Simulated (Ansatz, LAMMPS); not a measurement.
# Which site? C in place of Si in amorphous Si (128 atoms), part 2 of 4

Aim: make C in place of Si at several sites of amorphous Si (128 atoms), relax each, and compare their energies.

Ansatz 0.2.0; Kohn-Sham DFT, PBE, PAW (set soft_2), plane waves.

The cell: 128 Si. The quench rate of 50 K/ps far exceeds what a furnace or splat quench reaches. The network of bonds at the start is that of the classical potential that made the cell. Sampling is at Γ alone, for a cell whose shortest periodic width is 14 Å.

So far. Step 2 (Single point at the start): The r.m.s. force at the start is 0.54 eV/Å. Step 3 (Relaxation): The relaxation converged after 29 steps, 14.5 eV below its start, with a largest force component of 0.039 eV/Å.

## (4) Single point at the relaxed geometry

One more single point at the end of the walk gives the fuller output and checks the residual forces.

Input file input.yaml:

```yaml
crystal:
  lattice:
    - [13.705, 0.0, 0.0]
    - [0.0, 13.705, 0.0]
    - [0.0, 0.0, 13.705]
  atoms:
    - { symbol: Si, position: [0.66107, 0.09088, 0.83922] }
    - { symbol: Si, position: [0.30813, 0.34331, 0.878] }
    - { symbol: Si, position: [0.93943, 0.68722, 0.55581] }
    - { symbol: Si, position: [0.68299, 0.59194, 0.53972] }
    - { symbol: Si, position: [0.92387, 0.64945, 0.84316] }
    - { symbol: Si, position: [0.19977, 0.74564, 0.77056] }
    [... 116 atom lines left out ...]
    - { symbol: Si, position: [0.07427, 0.17485, 0.52459] }
    - { symbol: Si, position: [0.83182, 0.24503, 0.36632] }
    - { symbol: Si, position: [0.47884, 0.97577, 0.02986] }
    - { symbol: Si, position: [0.331, 0.19563, 0.11492] }
    - { symbol: Si, position: [0.68231, 0.57604, 0.27211] }
    - { symbol: Si, position: [0.23956, 0.5667, 0.27145] }
kpoints:
  mp_grid: { grid: [1, 1, 1] }
hamiltonian:
  xc: pbe
scf:
  occupations: { method: gaussian, width: 0.05 }
output:
  forces: true
  stress: true
  populations: true
  dos:
    method: { smearing: { sigma: 0.15 } }
    de: 0.1
    projected: { site_lists: { Si: [Si] } }
  eigenvalues: true
  write_density: true
  write_potential: true
  volumetric_format: npy
```

The run is started by

```console
$ ansatz run input.yaml --threads 4 --pin off --max-ram 8192MiB --backend cpu --events-out ev --progress --plain --runs-dir out
```

Numbers of over 12 decimals in the logs are rounded to 6 here.

The program printed:

```text
[...]
Crystal: 128 atoms, lattice volume = 2574.169 Å³
Basis set: ecut = 420 eV, 50301 PW (Γ), exchange–correlation on 192×192×192 points (8 copies of the dense FFT grid, shifted against one another)
Bands: 384, of which v1, the nominal top of the filled ones, is band 256 counted from 1 (255 counted from 0)
Symmetry: 1 space group operations
[...]
k-points: 1
[...]
SCF iter   1: F=—  HF=-81347.458447 eV  |F-HF|=—  |Δ(HF+E_count)|=         —  Δρ=3.53e-3  dr2=9.33e-1  ethr=1.77e-3  ⟨swp⟩=6.0  Hψ=1789  notcnv=0  defer=60
[...]
SCF iter   9: F=-81347.327259 eV  HF=-81347.327259 eV  |F-HF|=5.78e-9  |Δ(HF+E_count)|=   1.79e-7  Δρ=4.98e-7  dr2=1.79e-8  ethr=1.95e-11  ⟨swp⟩=21.0  Hψ=3526  notcnv=0
SCF 1 converged in 9 iterations: F = -81347.327259 eV  dr2 = 1.79e-8
[...]
SCF converged after 9 iterations
Free energy (F): -81347.327259 eV
[...]
Internal energy: -81347.322984 eV  (E = F + TS)
E sigma→0 (E₀):  -81347.325122 eV
Entropy (-TS):   -0.004275 eV (-0.033 meV/atom)
Fermi energy:    6.367258 eV
[...]
--- Forces (eV/Å), atoms counted from 1 ---
  atom   1  Si    -0.00625315    -0.00305038    -0.00030022
  atom   2  Si     0.00495481     0.00156805     0.00707533
  atom   3  Si    -0.00830390     0.01001834     0.00356522
  atom   4  Si    -0.00355921     0.00165158    -0.00159634
  atom   5  Si    -0.00389371    -0.00636352     0.00305890
  atom   6  Si     0.00422024    -0.00030517     0.00240460
  atom   7  Si     0.00072597    -0.00232415    -0.01147975
  atom   8  Si    -0.00331845    -0.00159094     0.00195377
  atom   9  Si    -0.00733078     0.00458556     0.00286091
  atom  10  Si     0.00924291     0.00653779    -0.00280541
  atom  11  Si    -0.00291395    -0.00698849    -0.00707956
  atom  12  Si    -0.00035692    -0.00147139     0.00499951
  atom  13  Si     0.00343536    -0.00091241    -0.01161130
  atom  14  Si    -0.01038283     0.00293911    -0.00579015
[...]
atom 127  Si    -0.00823597     0.00647417     0.01140274
  atom 128  Si    -0.00774559    -0.01236926     0.01026672
  max |Σ_I F_I| component: 1.90e-5 eV/Å
--- Stress (GPa, compression-positive) ---
        1.680143      -0.673289       0.786959
       -0.673289       0.369271       0.689576
        0.786959       0.689576       1.358845
  P = ⅓ Tr σ = 1.1361 GPa (11.361 kbar)
--- Band table (eV) ---
[...]
--- Löwdin populations: 128 sites ---
  site symbol       q [e]
     0     Si      3.9147
     1     Si      3.9363
     2     Si      3.9315
[...]
127     Si      3.9502
  spilling = 0.012064 (of n_electrons = 512.000000)
```

Wall time 42 s (4 threads of Arm Neoverse V2, shared host); peak memory 2.9 GiB; 2.7 min of CPU time.

The run gave:

```yaml
free_energy: -81347.3273 eV
free_energy_per_atom: -635.5260 eV/atom
scf_cycles: 9
pressure: 1.136 GPa
r_m_s_force_component: 0.00865 eV/Å
longest_force: 0.04461 eV/Å
fermi_energy: 6.367 eV
spacing_of_highest_filled_and_lowest_empty_level: 0.1606 eV
spilling_of_the_projection: 0.01206
```

The mean of these charges, 0.048 e, is only the charge that the projection spills.

Löwdin charges by element and coordination (they lack the spilled electrons, 0.048 e an atom on average):

| element | coordination | atoms | mean charge (e) | spread | least | most |
| --- | --- | --- | --- | --- | --- | --- |
| Si | all | 128 | 0.0483 | 0.0317 | -0.0619 | 0.137 |
| Si | 3 | 1 | -0.0536 | 0 | -0.0536 | -0.0536 |
| Si | 4 | 116 | 0.0508 | 0.0299 | -0.0619 | 0.137 |
| Si | 5 | 11 | 0.0305 | 0.0305 | -0.0277 | 0.0725 |

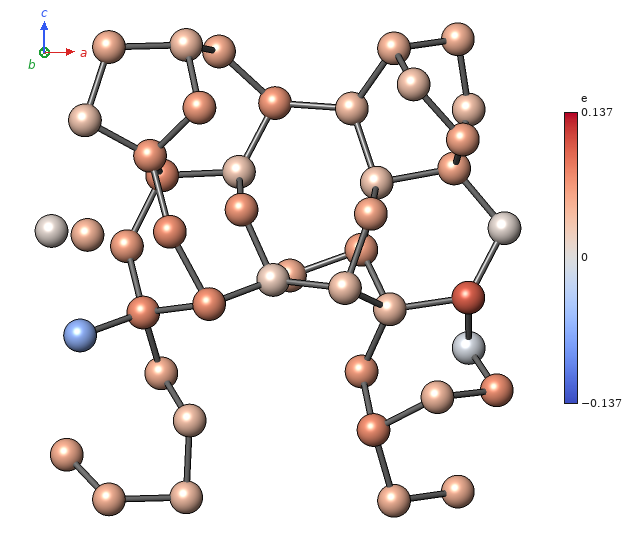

Atoms coloured by Löwdin charge. Drawn is a slice 4 Å thick, seen along the normal of the ac plane. Bonds to atoms that aren't drawn are left out.

States in the cell by windows of 1 eV, zero at the Fermi level; the larger projections on atomic orbitals stand beside the total:

| from (eV) | to (eV) | total | Si p | Si s |
| --- | --- | --- | --- | --- |
| -14 | -13 | 0.0 | 0.0 | 0.0 |
| -13 | -12 | 3.9 | 0.5 | 3.4 |
| -12 | -11 | 26.8 | 7.5 | 19.1 |
| -11 | -10 | 24.6 | 8.0 | 16.4 |
| -10 | -9 | 42.0 | 15.0 | 26.8 |
| -9 | -8 | 33.7 | 13.4 | 20.1 |
| -8 | -7 | 28.5 | 13.3 | 14.9 |
| -7 | -6 | 37.5 | 19.6 | 17.6 |
| -6 | -5 | 36.7 | 23.6 | 12.7 |
| -5 | -4 | 45.8 | 37.5 | 7.9 |
| -4 | -3 | 62.8 | 55.6 | 6.5 |
| -3 | -2 | 73.1 | 66.2 | 5.8 |
| -2 | -1 | 62.0 | 56.5 | 4.2 |
| -1 | 0 | 34.7 | 30.5 | 3.1 |
| 0 | 1 | 29.3 | 19.6 | 7.1 |
| 1 | 2 | 66.5 | 42.6 | 15.0 |
| 2 | 3 | 79.8 | 50.8 | 14.4 |

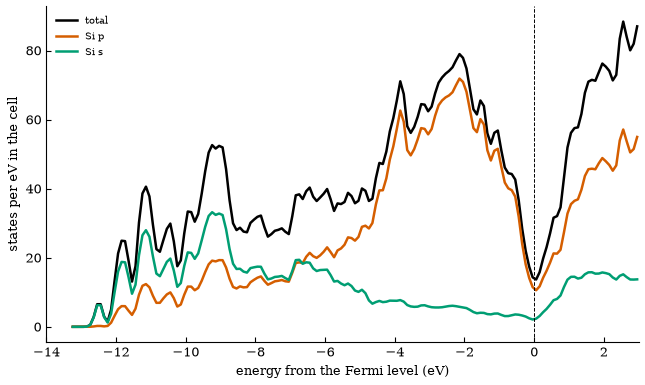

Total and projected density of states, with the broadening of the input.

The levels nearest the highest filled one (over half full), pooled over k-points and spins:

| level less the highest filled one (eV) | occupation |
| --- | --- |
| -0.404 | 2 |
| -0.351 | 2 |
| -0.301 | 2 |
| -0.206 | 2 |
| -0.123 | 2 |
| 0 | 1.98 |
| 0.161 | 0.023 |
| 0.306 | 0 |
| 0.398 | 0 |
| 0.466 | 0 |
| 0.593 | 0 |
| 0.624 | 0 |

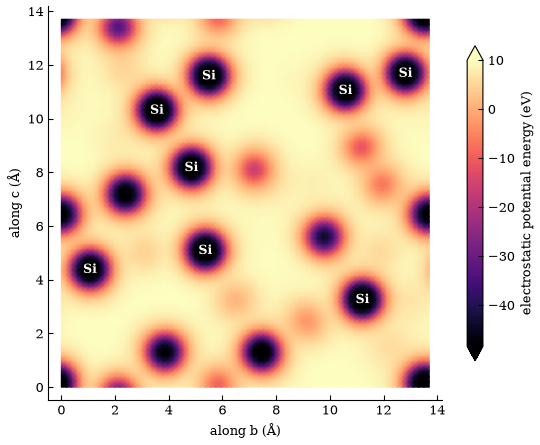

Electrostatic potential energy in the bc plane at fractional x = 0.051, with atoms of Si within 0.2 Å of it. With pseudopotentials it is smooth inside the atoms' cores, unlike the true potential.

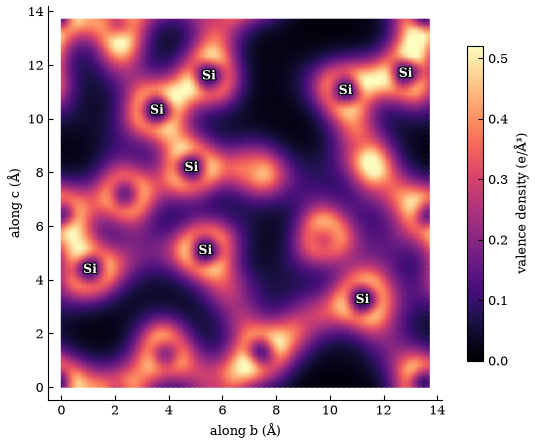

Valence density in the bc plane at fractional x = 0.051, with atoms of Si within 0.2 Å of it. It is the smooth field of the valence electrons, not physical close to the nuclei.

Filled and empty levels are parted by 0.161 eV (at Γ alone); a semilocal functional tends to put such gaps too low. In a disordered cell it changes from sample to sample, and tail or defect levels can set it. Löwdin charges run from -0.06 to +0.14 e, about a mean that is the spilled charge alone. Within 0.4 eV of the Fermi level the largest share is Si p (82 % of the projected weight).

## (5) C on a site of Si, site Si39

The site has 3 bonded neighbours (Si3) at 2.41 Å on average, by cutoffs that count no bonds between two metal atoms or like ions. The change is made in the relaxed cell and the atoms are relaxed again.

Input file input.yaml:

```yaml
crystal:
  lattice:
    - [13.705, 0.0, 0.0]
    - [0.0, 13.705, 0.0]
    - [0.0, 0.0, 13.705]
  atoms:
    [... atom lines 1 to 35 left out ...]
    - { symbol: Si, position: [0.77678, 0.72986, 0.53675] }
    - { symbol: Si, position: [0.90754, 0.11993, 0.26718] }
    - { symbol: Si, position: [0.89653, 0.60058, 0.00305] }
    - { symbol: C, position: [0.51119, 0.24649, 0.01413] }
    - { symbol: Si, position: [0.16519, 0.5875, 0.55119] }
    - { symbol: Si, position: [0.99034, 0.81673, 0.65127] }
    - { symbol: Si, position: [0.55193, 0.13309, 0.3059] }
    [... atom lines 43 to 128 left out ...]
kpoints:
  mp_grid: { grid: [1, 1, 1] }
hamiltonian:
  xc: pbe
scf:
  occupations: { method: gaussian, width: 0.05 }
output:
  forces: true
  eigenvalues: true
relax:
  f_tol: 0.05
  max_steps: 90
```

The program printed:

```text
[...]
Crystal: 128 atoms, lattice volume = 2574.169 Å³
Basis set: ecut = 420 eV, 50301 PW (Γ), exchange–correlation on 192×192×192 points (8 copies of the dense FFT grid, shifted against one another)
Bands: 384, of which v1, the nominal top of the filled ones, is band 256 counted from 1 (255 counted from 0)
Symmetry: 1 space group operations
[...]
k-points: 1
[...]
SCF iter   1: F=—  HF=-80958.925546 eV  |F-HF|=—  |Δ(HF+E_count)|=         —  Δρ=3.56e-3  dr2=9.58e-1  ethr=1.77e-3  ⟨swp⟩=6.0  Hψ=1789  notcnv=0  defer=57
[...]
SCF iter   6: F=-80958.793759 eV  HF=-80958.793750 eV  |F-HF|=9.03e-6  |Δ(HF+E_count)|=   9.17e-5  Δρ=1.17e-5  dr2=1.29e-5  ethr=1.22e-8  ⟨swp⟩=14.0  Hψ=2490  notcnv=0
SCF 1 converged in 6 iterations: F = -80958.793759 eV  dr2 = 1.29e-5
[...]
relax step   1: F+E_penalty+E_count = -80958.79375896 eV  Δ(F+E_penalty+E_count) = +0.000e0 eV  max|allowed force component| = 2.900e0 eV/Å  Δτ_max = 0.0000 Å  (6 SCF iters, dr2 threshold 6.25e-5 eV, accepted)
[...]
relax step   2: F+E_penalty+E_count = -80959.80562215 eV  Δ(F+E_penalty+E_count) = -1.012e0 eV  max|allowed force component| = 2.568e0 eV/Å  Δτ_max = 0.1949 Å  (6 SCF iters, dr2 threshold 1.00e-4 eV, accepted)
[...]
relax step   3: F+E_penalty+E_count = -80960.66465329 eV  Δ(F+E_penalty+E_count) = -8.590e-1 eV  max|allowed force component| = 1.873e0 eV/Å  Δτ_max = 0.1950 Å  (6 SCF iters, dr2 threshold 1.00e-4 eV, accepted)
relax step   4: F+E_penalty+E_count = -80961.03100706 eV  Δ(F+E_penalty+E_count) = -3.664e-1 eV  max|allowed force component| = 1.165e0 eV/Å  Δτ_max = 0.1949 Å  (6 SCF iters, dr2 threshold 1.00e-4 eV, accepted)
relax step   5: F+E_penalty+E_count = -80961.25181658 eV  Δ(F+E_penalty+E_count) = -2.208e-1 eV  max|allowed force component| = 5.711e-1 eV/Å  Δτ_max = 0.1982 Å  (6 SCF iters, dr2 threshold 1.00e-4 eV, accepted)
relax step   6: F+E_penalty+E_count = -80961.40172018 eV  Δ(F+E_penalty+E_count) = -1.499e-1 eV  max|allowed force component| = 5.689e-1 eV/Å  Δτ_max = 0.1946 Å  (6 SCF iters, dr2 threshold 7.84e-5 eV, accepted)
relax step   7: F+E_penalty+E_count = -80961.58744310 eV  Δ(F+E_penalty+E_count) = -1.857e-1 eV  max|allowed force component| = 4.621e-1 eV/Å  Δτ_max = 0.1976 Å  (6 SCF iters, dr2 threshold 7.78e-5 eV, accepted)
relax step   8: F+E_penalty+E_count = -80961.73738168 eV  Δ(F+E_penalty+E_count) = -1.499e-1 eV  max|allowed force component| = 4.289e-1 eV/Å  Δτ_max = 0.1942 Å  (6 SCF iters, dr2 threshold 1.00e-4 eV, accepted)
relax step   9: F+E_penalty+E_count = -80961.73855546 eV  Δ(F+E_penalty+E_count) = -1.174e-3 eV  max|allowed force component| = 9.391e-1 eV/Å  Δτ_max = 0.1910 Å  (6 SCF iters, dr2 threshold 1.00e-4 eV, accepted)
relax step  10: F+E_penalty+E_count = -80961.83201488 eV  Δ(F+E_penalty+E_count) = -9.346e-2 eV  max|allowed force component| = 2.350e-1 eV/Å  Δτ_max = 0.1158 Å  (6 SCF iters, dr2 threshold 1.00e-4 eV, accepted)
relax step  11: F+E_penalty+E_count = -80961.77103939 eV  Δ(F+E_penalty+E_count) = +6.098e-2 eV  max|allowed force component| = 9.174e-1 eV/Å  Δτ_max = 0.2000 Å  (7 SCF iters, dr2 threshold 3.46e-6 eV, rejected (line search))
relax step  12: F+E_penalty+E_count = -80961.87493589 eV  Δ(F+E_penalty+E_count) = -4.292e-2 eV  max|allowed force component| = 8.606e-2 eV/Å  Δτ_max = 0.0976 Å  (8 SCF iters, accepted)
relax step  13: F+E_penalty+E_count = -80961.89435840 eV  Δ(F+E_penalty+E_count) = -1.942e-2 eV  max|allowed force component| = 7.757e-2 eV/Å  Δτ_max = 0.0976 Å  (7 SCF iters, accepted)
relax step  14: F+E_penalty+E_count = -80961.89885497 eV  Δ(F+E_penalty+E_count) = -4.497e-3 eV  max|allowed force component| = 6.194e-2 eV/Å  Δτ_max = 0.0662 Å  (6 SCF iters, accepted)
[...]
relax step  15: F+E_penalty+E_count = -80961.90179034 eV  Δ(F+E_penalty+E_count) = -2.935e-3 eV  max|allowed force component| = 2.551e-2 eV/Å  Δτ_max = 0.0105 Å  (6 SCF iters, accepted)
SCF converged after 6 iterations
Free energy (F): -80961.901790 eV
[...]
Internal energy: -80961.898999 eV  (E = F + TS)
E sigma→0 (E₀):  -80961.900395 eV
Entropy (-TS):   -0.002791 eV (-0.022 meV/atom)
Fermi energy:    6.337690 eV
[...]
--- Forces (eV/Å), atoms counted from 1 ---
  atom   1  Si    -0.00013780    -0.00243017     0.00495870
  atom   2  Si     0.00194428     0.00572231     0.00047787
  atom   3  Si    -0.00183830     0.00707732    -0.00150821
  atom   4  Si    -0.00127899    -0.00086444    -0.00101320
  atom   5  Si    -0.00140082    -0.00056163    -0.00088092
  atom   6  Si     0.00351209    -0.00048517     0.00292934
  atom   7  Si     0.00073261    -0.00140949    -0.00168591
  atom   8  Si    -0.00154853    -0.00692574    -0.00022840
  atom   9  Si     0.00328835     0.00353875    -0.00098684
  atom  10  Si    -0.00987744    -0.00573868     0.00072277
  atom  11  Si     0.00314083    -0.00572317    -0.00184044
  atom  12  Si     0.00222316     0.00338225    -0.00250615
  atom  13  Si    -0.00376816     0.00442740     0.00053604
  atom  14  Si     0.00051616    -0.00832809     0.00105276
[...]
atom 127  Si    -0.00127594     0.00848520     0.00574492
  atom 128  Si    -0.00297980    -0.00219132    -0.00190265
  max |Σ_I F_I| component: 2.20e-5 eV/Å
--- Band table (eV) ---
[...]
--- Relaxed structure (15 steps of the walk, 14 accepted, 0 SCFs on fresh bases) ---
  F+E_penalty+E_count = -80961.90179034 eV   max|allowed force component| = 2.551e-2 eV/Å
  atoms:
    - { symbol: Si, position: [0.664164, 0.084297, 0.841982] }
    - { symbol: Si, position: [0.305158, 0.346603, 0.879367] }
    - { symbol: Si, position: [0.939414, 0.686094, 0.556775] }
    - { symbol: Si, position: [0.682836, 0.591681, 0.540499] }
[...]
- { symbol: Si, position: [0.242635, 0.568667, 0.270316] }
```

It took 6.7 min on 4 threads; peak memory 2.9 GiB; 26 min of CPU time.

The relaxation converged after 15 steps, 3.11 eV below its start, with a largest force component of 0.026 eV/Å.

The surroundings of the C atom, after relaxation, nearest first, numbered as they follow in the input and with coordinates relative to it.

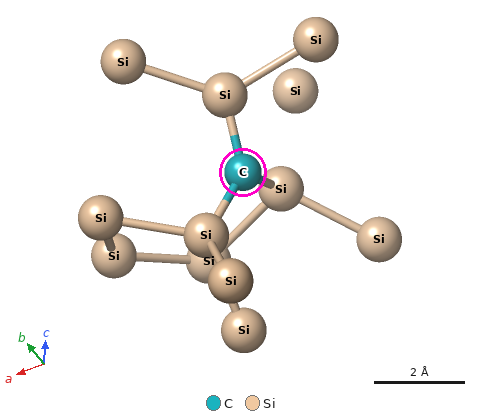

The atoms of the table, within 3.9 Å (arrows a, b, c point along x, y, z); some may hide others; the central atom is ringed.

| atom | x | y | z | distance (Å) | bonds |
| --- | --- | --- | --- | --- | --- |
| C39 | 0.00 | 0.00 | 0.00 | 0.00 | 3 |
| Si119 | -0.15 | 1.16 | 1.34 | 1.78 | 3 |
| Si73 | 0.84 | 0.05 | -1.65 | 1.85 | 4 |
| Si60 | 0.02 | -1.63 | 0.94 | 1.88 | 4 |
| Si45 | 2.30 | -2.35 | 0.38 | 3.31 | 4 |
| Si122 | -2.33 | 0.94 | 2.26 | 3.38 | 4 |
| Si78 | 2.76 | 1.45 | -1.42 | 3.43 | 4 |
| Si1 | 1.09 | -2.11 | -2.61 | 3.53 | 4 |
| Si49 | 1.48 | 2.89 | 1.63 | 3.64 | 4 |
| Si96 | 3.63 | -0.52 | -0.45 | 3.69 | 4 |
| Si125 | -1.47 | -3.48 | 0.28 | 3.79 | 5 |
| Si42 | -0.40 | -1.32 | 3.57 | 3.83 | 4 |
| Si54 | -0.10 | 0.39 | -3.83 | 3.85 | 4 |

The column of bonds counts only the pairs Si-Si within 2.77 Å, Si-C within 2.27 Å; other neighbours, such as metal atoms beside each other in a compound, aren't counted, and periodic images can show an atom twice.

The largest move is 1.04 Å, by C39.

(Continued in part 3 of 4.)

[Logs are printed without paths, hosts, clocks, repeated set-up lines and the standing remarks that a program may print on its own settings, such as how far it seeks lower states.]

[Hosts, paths, dates, database ids (printed as entryN), source tags and the programs' standing remarks are cut or masked in the printed files.]
